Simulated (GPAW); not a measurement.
# Core-hole calculation of the Mo L₃ edge in Mo (Im-3m), part 4 of 4

Aim: the dependence of the Mo L₃ near-edge features of Mo (Im-3m) on volume.

GPAW 26.7.0; X-ray absorption from dipole matrix elements to empty bands, plane-wave PAW revPBE.

So far. Step 8 (Spectrum with XCH, Mo atom 1): Against the first run the r.m.s. difference is 4 %. The highest intensity below 24 eV stays at 1.2 eV. Step 10 (Spectrum with XCH, Mo atom 1): The scaled spectrum changes by 4 % r.m.s. The highest intensity below 24 eV goes from 1.2 eV (3.78) to 1.0 eV (3.89).

### 12. Spectrum with XCH, Mo atom 1 (continued)

| E (eV) | first run | this run |
| --- | --- | --- |
| -2.0 | 0.02 | 0.02 |
| -1.0 | 0.38 | 0.40 |
| 0.0 | 2.20 | 2.35 |
| 1.0 | 3.76 | 3.99 |
| 2.0 | 3.13 | 3.13 |
| 3.0 | 1.84 | 1.72 |
| 4.0 | 0.96 | 0.85 |
| 5.0 | 0.56 | 0.53 |
| 6.0 | 0.45 | 0.43 |
| 7.0 | 0.39 | 0.36 |
| 8.0 | 0.33 | 0.31 |
| 9.0 | 0.31 | 0.39 |
| 10.0 | 0.46 | 0.62 |
| 11.0 | 0.70 | 0.78 |
| 12.0 | 0.83 | 0.79 |
| 13.0 | 0.82 | 0.74 |
| 14.0 | 0.75 | 0.69 |
| 15.0 | 0.69 | 0.65 |
| 16.0 | 0.64 | 0.61 |
| 17.0 | 0.60 | 0.60 |
| 18.0 | 0.61 | 0.63 |
| 19.0 | 0.64 | 0.61 |
| 20.0 | 0.60 | 0.50 |
| 21.0 | 0.47 | 0.41 |
| 22.0 | 0.40 | 0.42 |
| 23.0 | 0.41 | 0.48 |
| 24.0 | 0.46 | 0.52 |
| 25.0 | 0.50 | 0.53 |
| 26.0 | 0.52 | 0.53 |
| 27.0 | 0.53 | 0.53 |
| 28.0 | 0.53 | 0.52 |
| 29.0 | 0.52 | 0.50 |
| 30.0 | 0.49 | 0.50 |
| 31.0 | 0.48 | 0.52 |
| 32.0 | 0.50 | 0.53 |

The scaled spectrum changes by 7 % r.m.s. The highest intensity below 24 eV goes from 1.2 eV (3.78) to 1.0 eV (3.99).

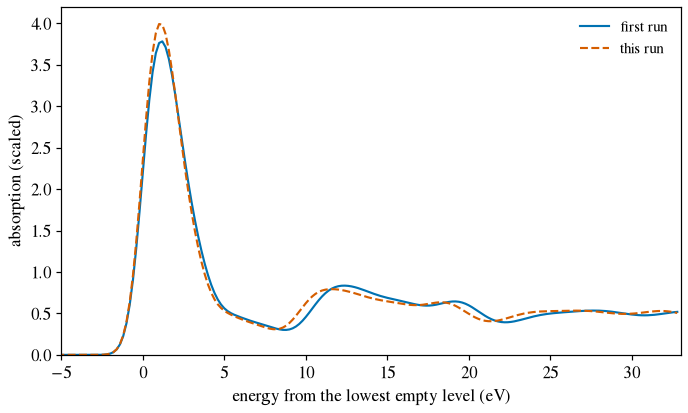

The effect of the change (volume scale from 1 to 1.06).

The photon energy of the zero moves by +0.09 eV.

### 13. The volumes side by side

| volume | nearest distance (Å) | shift of the zero (eV) | maximum 1 (eV above own zero) | maximum 2 (eV above own zero) |
| --- | --- | --- | --- | --- |
| 0.94 | 2.670 | -0.10 | 1.2 | 13.2 |
| 0.97 | 2.698 | -0.05 | 1.2 | 12.8 |
| 1 | 2.725 | +0.00 | 1.2 | 12.4 |
| 1.03 | 2.752 | +0.05 | 1.0 | 12.0 |
| 1.06 | 2.779 | +0.09 | 1.0 | 11.6 |

The curves, each shifted by its zero's change so that they share one photon-energy axis, counted from the zero at V × 1:

| E (eV) | V × 0.94 | V × 0.97 | V × 1 | V × 1.03 | V × 1.06 |
| --- | --- | --- | --- | --- | --- |
| -2.0 | 0.02 | 0.02 | 0.02 | 0.01 | 0.01 |
| -1.0 | 0.44 | 0.40 | 0.38 | 0.37 | 0.33 |
| 0.0 | 2.20 | 2.18 | 2.20 | 2.21 | 2.12 |
| 1.0 | 3.53 | 3.64 | 3.76 | 3.87 | 3.94 |
| 2.0 | 3.02 | 3.08 | 3.13 | 3.18 | 3.27 |
| 3.0 | 1.87 | 1.86 | 1.84 | 1.82 | 1.83 |
| 4.0 | 1.05 | 1.01 | 0.96 | 0.92 | 0.91 |
| 5.0 | 0.59 | 0.58 | 0.56 | 0.55 | 0.55 |
| 6.0 | 0.47 | 0.46 | 0.45 | 0.45 | 0.44 |
| 7.0 | 0.41 | 0.40 | 0.39 | 0.38 | 0.37 |
| 8.0 | 0.35 | 0.34 | 0.33 | 0.32 | 0.31 |
| 9.0 | 0.30 | 0.30 | 0.31 | 0.33 | 0.37 |
| 10.0 | 0.34 | 0.39 | 0.46 | 0.54 | 0.60 |
| 11.0 | 0.55 | 0.63 | 0.70 | 0.75 | 0.77 |
| 12.0 | 0.80 | 0.83 | 0.83 | 0.81 | 0.79 |
| 13.0 | 0.89 | 0.86 | 0.82 | 0.78 | 0.75 |
| 14.0 | 0.84 | 0.79 | 0.75 | 0.72 | 0.69 |
| 15.0 | 0.75 | 0.72 | 0.69 | 0.67 | 0.65 |
| 16.0 | 0.69 | 0.67 | 0.64 | 0.63 | 0.62 |
| 17.0 | 0.63 | 0.61 | 0.60 | 0.60 | 0.60 |
| 18.0 | 0.59 | 0.60 | 0.61 | 0.62 | 0.63 |
| 19.0 | 0.63 | 0.64 | 0.64 | 0.64 | 0.61 |
| 20.0 | 0.66 | 0.64 | 0.60 | 0.55 | 0.51 |
| 21.0 | 0.58 | 0.53 | 0.47 | 0.43 | 0.42 |
| 22.0 | 0.45 | 0.41 | 0.40 | 0.40 | 0.42 |
| 23.0 | 0.38 | 0.39 | 0.41 | 0.44 | 0.48 |
| 24.0 | 0.40 | 0.43 | 0.46 | 0.49 | 0.52 |
| 25.0 | 0.45 | 0.48 | 0.50 | 0.52 | 0.53 |
| 26.0 | 0.48 | 0.50 | 0.52 | 0.53 | 0.53 |
| 27.0 | 0.51 | 0.52 | 0.53 | 0.53 | 0.53 |
| 28.0 | 0.53 | 0.54 | 0.53 | 0.53 | 0.52 |
| 29.0 | 0.54 | 0.53 | 0.52 | 0.51 | 0.50 |
| 30.0 | 0.51 | 0.50 | 0.49 | 0.49 | 0.50 |
| 31.0 | 0.48 | 0.47 | 0.48 | 0.50 | 0.52 |
| 32.0 | 0.46 | 0.48 | 0.50 | 0.52 | 0.53 |

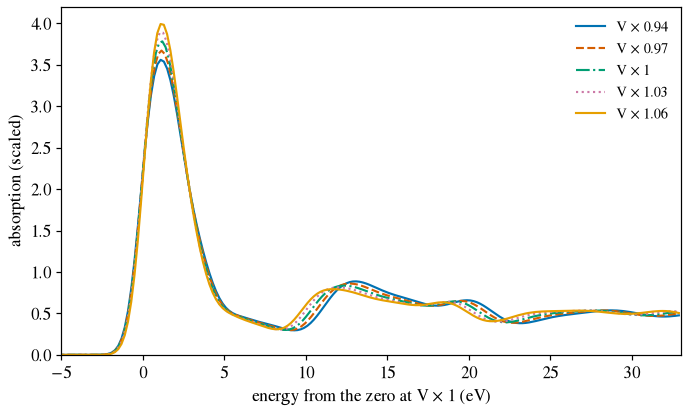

The edge at each volume, on one photon-energy scale.

### 14. Summary of results

* absorber and edge: Mo L₃, atom 1 of the ground-state input (counted from 1)
* surroundings: 8 Mo at 2.73 Å and 6 Mo at 3.15 Å (cube and octahedron, as in bcc, site symmetry m-3m)
* highest intensity below 24 eV: 1.2 eV above the zero, height 3.78

In words: From V × 0.94 to V × 1.06 the nearest distance grows by 0.109 Å and the zero moves by +0.20 eV. Above their own zero, the maxima move from 1.2 to 1.0 eV and from 13.2 to 11.6 eV. The one highest in energy moves most, in the direction that the rule ΔE·R² ≈ constant for scattering resonances gives. The Mo L₃ edge of atom 1, with 8 Mo at 2.73 Å and 6 Mo at 3.15 Å (cube and octahedron, as in bcc, site symmetry m-3m), has its highest intensity of the first 24 eV at 1.2 eV above the zero, 3.8 times the mean level of the first 20 eV (Gaussian full width 1.78 eV up to 4 eV, rising linearly to 3.5 eV at 25 eV). Only the L₃ part is meant: spin–orbit coupling of the core level isn't computed and the L₂ copy isn't added. The script folds with a Gaussian, whereas the core hole's own line is a Lorentzian, so the onset is too steep and the first peak too high. The holes are only 5.5 Å apart, so the shape is probably not converged with cell size; no larger cell was run here. Lifetime broadening is put in by hand, and intensities beyond about 20 eV depend on it and on the partial waves; weight that the partial waves miss at high energy is lost. The structure is a published determination, not relaxed.

[Hosts, paths, dates, database ids (printed as entryN), source tags and the programs' standing remarks are cut or masked in the printed files.]

[Lists of maxima count a maximum above −3 eV only where it reaches 4 % of the highest in the window and stands out from its surroundings by 2 % of it (1.5 % where it reaches 55 %); shoulders and weaker maxima are passed over, and of the rest the first, up to two pre-edge ones and the few strongest are named.]
